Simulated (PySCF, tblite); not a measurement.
# C5H13OSi radical: geometry, infrared bands and EPR parameters

Aim: predict the infrared bands and EPR parameters of C5H13OSi radical (`C[CH][C@@H](CC)O[SiH3]`).

Programs: tblite 0.8.0 and PySCF 2.14.0, with density-fitted response routines of our own. Each step states its level of theory. These are calculated values for one molecule in the gas phase, unless marked as measured. Atoms count from 0, in the outputs and in this text.

**1. Starting geometry**

20 atoms, charge 0, multiplicity 2; geometry from: force field or distance geometry start.

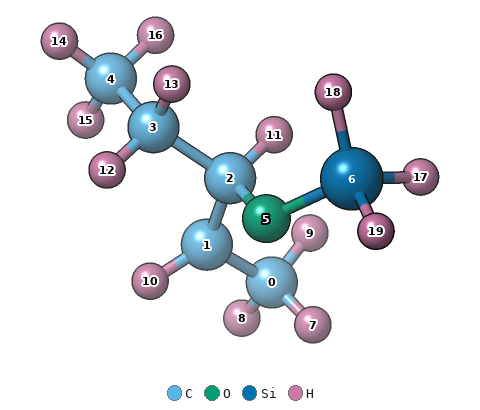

The starting geometry (carbon blue, oxygen teal, silicon blue, hydrogen pink), atoms numbered.

**2. Geometry optimisation with GFN2-xTB**

What the job is given:

```
{"job": {"kind": "relax", "xc": "GFN2-xTB", "basis": "xTB"}, "charge": 0, "multiplicity": 2}
C      2.440800    -0.279100    -0.574700
C      1.150200    -0.839800    -0.071700
C     -0.037500     0.035800     0.084100
C     -1.349200    -0.771000     0.142400
C     -1.658000    -1.534900    -1.126800
O      0.123300     0.742900     1.304700
Si    -0.249200     2.364100     1.385600
H      2.925700     0.331900     0.201400
H      3.117100    -1.087800    -0.857500
H      2.255100     0.344700    -1.452200
H      1.194100    -1.765500     0.511500
H     -0.094100     0.713900    -0.782100
H     -1.313400    -1.481900     1.001800
H     -2.182800    -0.107700     0.370800
H     -2.622700    -2.038400    -1.044200
H     -0.897500    -2.286900    -1.338400
H     -1.715300    -0.844500    -1.982400
H      0.609100     3.105500     0.442000
H     -1.669800     2.549800     1.006400
H     -0.031100     2.859600     2.775900
```

Command:

```bash
> OMP_NUM_THREADS=1 python probes_run.py task.json out
```

This one command runs all jobs of the session in turn.

**Question.** This job is followed by: GFN2-xTB harmonic vibrations, gas phase; UKS B3LYP, pcH-1 on C H O Si, non-relativistic, mean-field spin-orbit, GIAO. Predict these results of the whole session: strongest single infrared mode (GFN2-xTB); zero-point energy (GFN2-xTB); g(iso) (B3LYP); ⟨S²⟩; largest a(iso) (averaged by class); potential on the surface of density 0.002 e/bohr³, 1st and 99th percentile.

The runs gave:

| quantity | value |
| --- | --- |
| strongest single infrared mode (GFN2-xTB) | 2190 cm⁻¹, 407 km/mol |
| zero-point energy (GFN2-xTB) | 101.6 kcal/mol |
| g(iso) (B3LYP) | 2.00250 |
| ⟨S²⟩ | 0.754 (exact 0.75) |
| largest a(iso) (averaged by class) | 13C on C1, 104.0 MHz |
| potential on the surface of density 0.002 e/bohr³, 1st and 99th percentile | -1.23 V and 1.14 V |

The optimisation took 115 steps and gained 0.184 eV; among the close pairs (by a distance rule), O5–Si6 changed most, from 1.665 to 1.612 Å. The lowest mode is slightly imaginary (10i cm⁻¹), a soft motion within the noise of the Hessian, so the minimum is not strictly shown. The strongest single mode, at 2190 cm⁻¹, moves mainly H17 and H18. Unscaled tight-binding wavenumbers are off by several per cent, some by more. Its intensities can rank the bands wrongly. C1 carries the largest spin population, 1.02 e. The isotropic g lies 0.2 ppt above the free-electron value. These values are for one conformer; the search (at its own cheap level) found 1 more, at 0.80 kcal/mol, and measured spectra average over such forms.
